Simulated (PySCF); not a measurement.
Molecule: SMILES C[Si](Cl)(Cl)Cl (CH₃Cl₃Si). Atoms near the plane z = 1.2 Å, at the B3LYP/def2-SVP optimised geometry (x, y, z in Å): C1 (-0.8, 0.6, 0.0), Si2 (-0.2, -1.1, 0.0), Cl3 (1.9, -1.1, 0.0), Cl4 (-0.8, -2.2, 1.7), H7 (-1.9, 0.6, 0.0), H8 (-0.5, 1.1, 0.9).

Level of theory: B3LYP/def2-TZVP (PySCF). The values are rescaled to run from 0 to 1.

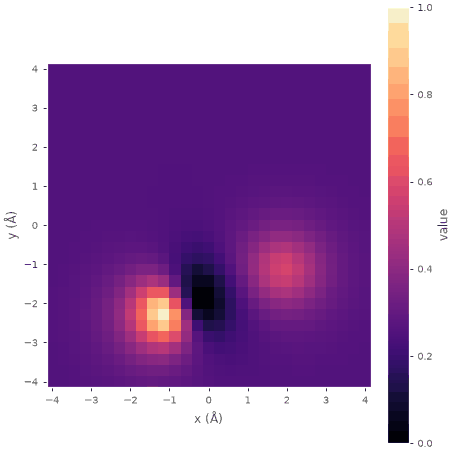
Figure: a field on the plane z = 1.2 Å.

**Question.** Which quantity is mapped?
(A) Laplacian of the electron density
(B) an orbital amplitude
(C) deformation density (molecule minus spherical neutral atoms)
(D) electron localisation function

**Answer.** B, an orbital amplitude. In full: HOMO amplitude (bohr^(-3/2)).
